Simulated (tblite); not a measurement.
# C6H6FNO: saddle-point search

System: C6H6FNO (2-amino-4-fluorophenol), SMILES Nc1cc(F)ccc1O.
Method: GFN2-xTB saddle search (eigenvector following) and harmonic vibrations, gas phase (tblite 0.8.0).

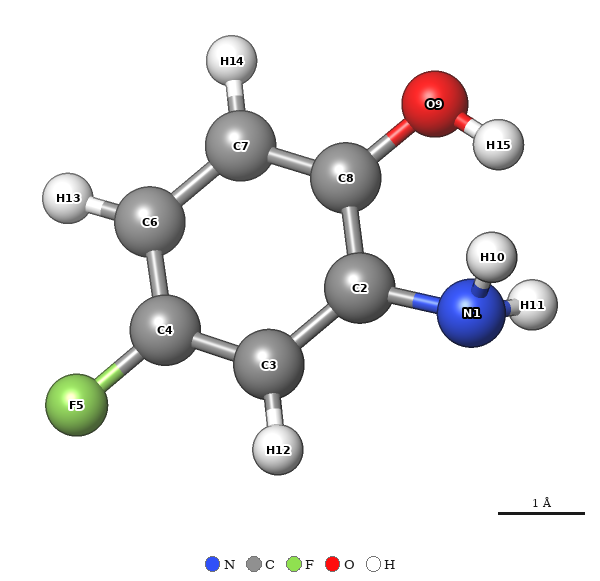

Fig. 1: The input geometry (ball-and-stick view, seen at a tilt; atoms are numbered from 1 in the order of the input). Bond lengths as drawn: C–C 1.38 to 1.40 Å, C–F 1.35 Å, C–H 1.08 Å, C–N 1.44 Å, C–O 1.35 Å, H–N 1.02 Å and H–O 0.97 Å.

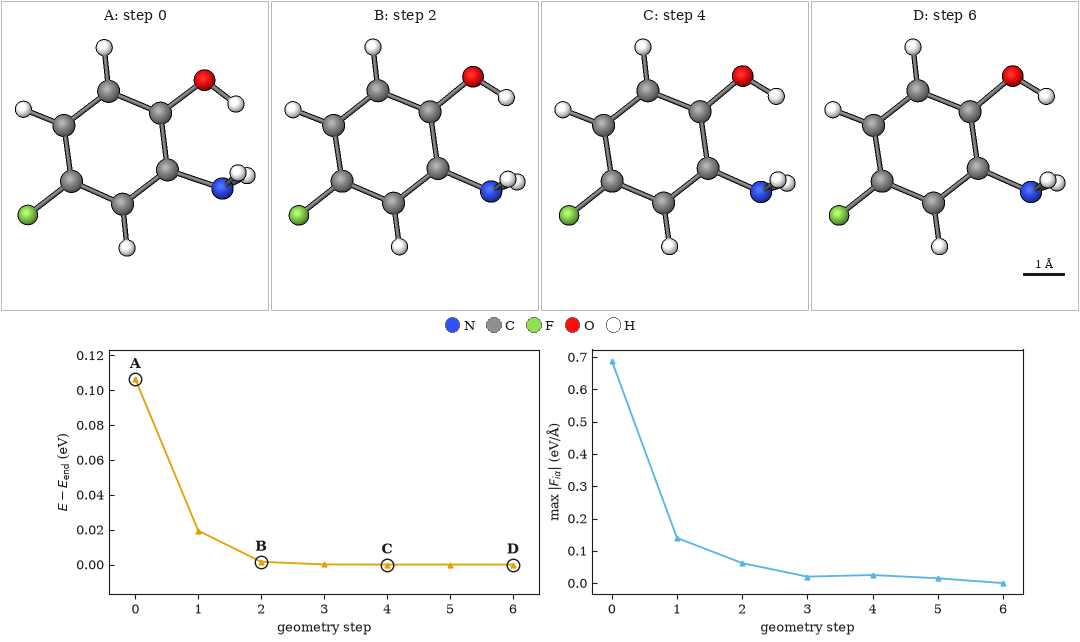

Fig. 2: Frames of the saddle-point search (ball-and-stick view, seen on its broad side) above the curves, on which the letters mark them (steps are counted from 0).

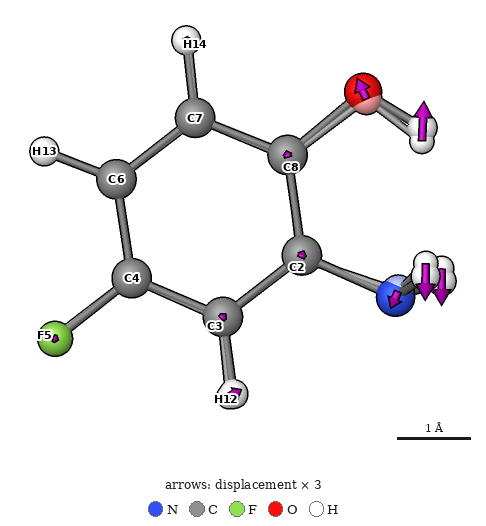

Fig. 3: Start (faint) and end (solid) with the displacements as pink arrows, magnified 3 times (ball-and-stick view, seen on its broad side). The two geometries are laid on each other by the best rigid fit. H15 moves most after the best rigid fit: 0.19 Å. By element the largest moves are H 0.19 Å, O 0.11 Å, N 0.09 Å, C 0.04 Å, F 0.03 Å. Distances before and after: C8–O9 1.350 → 1.363 Å, N1–C2 1.435 → 1.429 Å, O9–H15 0.974 → 0.968 Å. Among the angles that change: N1–C2–C8 115.8° → 122.3°, N1–C2–C3 124.3° → 118.4°, C8–O9–H15 106.2° → 109.4°. Over 6 geometry steps the energy falls by 0.106 eV. Largest force component: 0.69 eV/Å at the start, under 0.0001 eV/Å at the end. (Atoms are counted from 1 in the order of the input.)

The input and output of the run follow.

Input file:
```
{"job": {"xc": "GFN2-xTB", "basis": "xTB", "kind": "saddle"}, "charge": 0, "multiplicity": 1}
N     -1.690909     1.030598    -0.991641
C     -0.541176     0.456233    -0.352944
C      0.621440     1.153441    -0.065453
C      1.663026     0.488460     0.554009
F      2.796605     1.172739     0.833302
C      1.578885    -0.848609     0.894042
C      0.418598    -1.542657     0.606565
C     -0.644802    -0.899627    -0.015601
O     -1.781962    -1.569367    -0.300135
H     -2.509032     0.949353    -0.395101
H     -1.902009     0.540025    -1.855691
H      0.722026     2.198888    -0.317001
H      2.412951    -1.332048     1.376200
H      0.319402    -2.585855     0.857902
H     -2.376333    -0.927288    -0.727320
```

The first line tells a small driver script what to run in tblite; the rest is the geometry in Å.

Run as:
```bash
OMP_NUM_THREADS=1 python <driver script> task.json out
```

What the program printed:
```
step      E/eV     max force
  0    -751.04258   0.7654
  1    -751.12950   0.1472
  2    -751.14732   0.0703
  3    -751.14885   0.0292
  4    -751.14891   0.0275
  5    -751.14890   0.0188
  6    -751.14891   0.0000
lowest wavenumbers (cm-1): -265.9 141.9 204.9 284.2 318.4 367.0
```

Trajectory as extended XYZ (Å, eV, eV/Å), 7 frames, from step=0 to step=6:
```
15
Properties=species:S:1:pos:R:3:forces:R:3 step=0 energy=-751.04258
N    -1.6909    1.0306   -0.9916    0.1780   0.4240  -0.0460
C    -0.5412    0.4562   -0.3529   -0.2190  -0.1900  -0.0370
C     0.6214    1.1534   -0.0655   -0.2610   0.1930  -0.1620
C     1.6630    0.4885    0.5540   -0.0210  -0.0270  -0.0020
F     2.7966    1.1727    0.8333   -0.0700  -0.0430  -0.0170
C     1.5789   -0.8486    0.8940    0.0200   0.0130   0.0050
C     0.4186   -1.5427    0.6066   -0.0680  -0.0550  -0.0130
C    -0.6448   -0.8996   -0.0156    0.6890  -0.1060   0.3160
O    -1.7820   -1.5694   -0.3001   -0.1900  -0.1860  -0.0270
H    -2.5090    0.9494   -0.3951    0.0120   0.2460   0.1330
H    -1.9020    0.5400   -1.8557    0.1430   0.1590  -0.1810
H     0.7220    2.1989   -0.3170   -0.0810  -0.0760  -0.0120
H     2.4130   -1.3320    1.3762   -0.0090  -0.0160   0.0010
H     0.3194   -2.5859    0.8579    0.0090  -0.0170   0.0090
H    -2.3763   -0.9273   -0.7273   -0.1300  -0.3180   0.0350
15
Properties=species:S:1:pos:R:3:forces:R:3 step=1 energy=-751.12950
N    -1.6613    1.0740   -0.9920    0.0140   0.1030  -0.0210
C    -0.5517    0.4362   -0.3518   -0.0930  -0.0380  -0.0270
C     0.6047    1.1432   -0.0694   -0.0490   0.0330  -0.0300
C     1.6529    0.4876    0.5502   -0.0080  -0.0070  -0.0010
F     2.7820    1.1781    0.8259   -0.0200  -0.0050  -0.0070
C     1.5822   -0.8492    0.8955    0.0030   0.0020   0.0010
C     0.4270   -1.5538    0.6130   -0.0070  -0.0140   0.0010
C    -0.6393   -0.9194   -0.0079    0.1230  -0.0480   0.0650
O    -1.7720   -1.6203   -0.2818   -0.0510  -0.0460  -0.0080
H    -2.4910    1.0405   -0.4051    0.0420   0.1040   0.0090
H    -1.8792    0.6257   -1.8782    0.0540   0.0940  -0.0270
H     0.6847    2.1865   -0.3287   -0.0330  -0.0300  -0.0060
H     2.4202   -1.3258    1.3774    0.0010   0.0000   0.0010
H     0.3324   -2.5970    0.8662    0.0140  -0.0080   0.0080
H    -2.4048   -1.0219   -0.7121    0.0090  -0.1400   0.0430
15
Properties=species:S:1:pos:R:3:forces:R:3 step=2 energy=-751.14732
N    -1.6455    1.0988   -0.9924   -0.0510  -0.0120  -0.0160
C    -0.5602    0.4230   -0.3517   -0.0470   0.0160  -0.0240
C     0.5953    1.1325   -0.0703    0.0070   0.0020   0.0030
C     1.6484    0.4861    0.5487   -0.0020   0.0010  -0.0010
F     2.7737    1.1837    0.8208   -0.0030  -0.0010  -0.0010
C     1.5847   -0.8503    0.8969   -0.0020   0.0010  -0.0010
C     0.4320   -1.5593    0.6166   -0.0020   0.0020  -0.0010
C    -0.6399   -0.9329   -0.0045   -0.0260  -0.0200  -0.0050
O    -1.7653   -1.6550   -0.2697    0.0140   0.0020   0.0050
H    -2.4825    1.1028   -0.4152    0.0620   0.0230  -0.0240
H    -1.8691    0.6854   -1.8940    0.0320   0.0400   0.0430
H     0.6616    2.1747   -0.3350    0.0000  -0.0070   0.0020
H     2.4253   -1.3226    1.3788   -0.0010   0.0010   0.0000
H     0.3440   -2.6026    0.8727    0.0000   0.0020  -0.0010
H    -2.4157   -1.0800   -0.7007    0.0180  -0.0490   0.0210
15
Properties=species:S:1:pos:R:3:forces:R:3 step=3 energy=-751.14885
N    -1.6425    1.1074   -0.9925    0.0130  -0.0120  -0.0050
C    -0.5637    0.4219   -0.3525   -0.0030   0.0000  -0.0030
C     0.5935    1.1299   -0.0705    0.0000  -0.0020   0.0000
C     1.6476    0.4859    0.5481    0.0000   0.0010   0.0000
F     2.7722    1.1850    0.8188    0.0000   0.0000   0.0000
C     1.5849   -0.8502    0.8972    0.0000   0.0010   0.0000
C     0.4322   -1.5583    0.6170   -0.0020   0.0010  -0.0010
C    -0.6416   -0.9343   -0.0045   -0.0190  -0.0080  -0.0060
O    -1.7611   -1.6677   -0.2643    0.0000   0.0200  -0.0050
H    -2.4784    1.1176   -0.4176   -0.0110   0.0070   0.0050
H    -1.8639    0.7048   -1.8975    0.0020   0.0080   0.0020
H     0.6588    2.1717   -0.3359    0.0010   0.0030   0.0000
H     2.4255   -1.3225    1.3791    0.0000   0.0000   0.0000
H     0.3438   -2.6015    0.8732    0.0000   0.0000   0.0000
H    -2.4203   -1.1054   -0.6969    0.0180  -0.0190   0.0130
15
Properties=species:S:1:pos:R:3:forces:R:3 step=4 energy=-751.14891
N    -1.6425    1.1084   -0.9907   -0.0030  -0.0080  -0.0250
C    -0.5646    0.4213   -0.3518    0.0010   0.0000  -0.0030
C     0.5930    1.1291   -0.0708    0.0010   0.0000   0.0000
C     1.6476    0.4857    0.5474    0.0000   0.0000   0.0000
F     2.7724    1.1850    0.8170    0.0000   0.0000   0.0000
C     1.5850   -0.8503    0.8973    0.0000   0.0000   0.0000
C     0.4320   -1.5582    0.6179    0.0000   0.0000   0.0000
C    -0.6424   -0.9350   -0.0034    0.0000   0.0010   0.0000
O    -1.7607   -1.6697   -0.2623    0.0050  -0.0010   0.0040
H    -2.4806    1.1165   -0.4191   -0.0070  -0.0020   0.0040
H    -1.8609    0.7142   -1.9005    0.0100   0.0090   0.0240
H     0.6582    2.1709   -0.3365    0.0000   0.0000   0.0000
H     2.4258   -1.3224    1.3789    0.0000   0.0000   0.0000
H     0.3438   -2.6014    0.8744    0.0000   0.0000   0.0000
H    -2.4194   -1.1098   -0.6968   -0.0060   0.0020  -0.0020
15
Properties=species:S:1:pos:R:3:forces:R:3 step=5 energy=-751.14890
N    -1.6415    1.1079   -0.9931   -0.0110   0.0030   0.0150
C    -0.5644    0.4213   -0.3524    0.0000   0.0010   0.0010
C     0.5928    1.1293   -0.0701    0.0000   0.0000   0.0000
C     1.6473    0.4859    0.5482    0.0000   0.0000   0.0000
F     2.7715    1.1856    0.8192    0.0000   0.0000   0.0000
C     1.5852   -0.8504    0.8968    0.0000   0.0000   0.0000
C     0.4325   -1.5584    0.6167    0.0000   0.0000   0.0000
C    -0.6422   -0.9350   -0.0041   -0.0010   0.0000   0.0000
O    -1.7606   -1.6698   -0.2622    0.0020   0.0010   0.0000
H    -2.4794    1.1222   -0.4203    0.0140  -0.0020  -0.0070
H    -1.8617    0.7084   -1.8992   -0.0030  -0.0030  -0.0090
H     0.6578    2.1713   -0.3352    0.0000   0.0000   0.0000
H     2.4260   -1.3227    1.3781    0.0000   0.0000   0.0000
H     0.3445   -2.6019    0.8724    0.0000   0.0000   0.0000
H    -2.4212   -1.1094   -0.6936   -0.0010   0.0000  -0.0010
15
Properties=species:S:1:pos:R:3:forces:R:3 step=6 energy=-751.14891
N    -1.6417    1.1078   -0.9929    0.0000   0.0000   0.0000
C    -0.5642    0.4213   -0.3527    0.0000   0.0000   0.0000
C     0.5930    1.1293   -0.0704    0.0000   0.0000   0.0000
C     1.6473    0.4859    0.5482    0.0000   0.0000   0.0000
F     2.7717    1.1855    0.8191    0.0000   0.0000   0.0000
C     1.5851   -0.8503    0.8971    0.0000   0.0000   0.0000
C     0.4324   -1.5583    0.6167    0.0000   0.0000   0.0000
C    -0.6420   -0.9350   -0.0046    0.0000   0.0000   0.0000
O    -1.7603   -1.6698   -0.2631    0.0000   0.0000   0.0000
H    -2.4783    1.1226   -0.4189    0.0000   0.0000   0.0000
H    -1.8634    0.7075   -1.8986    0.0000   0.0000   0.0000
H     0.6582    2.1713   -0.3356    0.0000   0.0000   0.0000
H     2.4257   -1.3225    1.3788    0.0000   0.0000   0.0000
H     0.3442   -2.6017    0.8727    0.0000   0.0000   0.0000
H    -2.4208   -1.1095   -0.6947    0.0000   0.0000   0.0000
```

Key numbers:

```csv
quantity,value
outcome,converged
total energy,−751.1489 eV
point group,Cs
hardware,"1 CPU thread, shared host"
wall time,1.9 s
peak memory,0.19 GiB
```
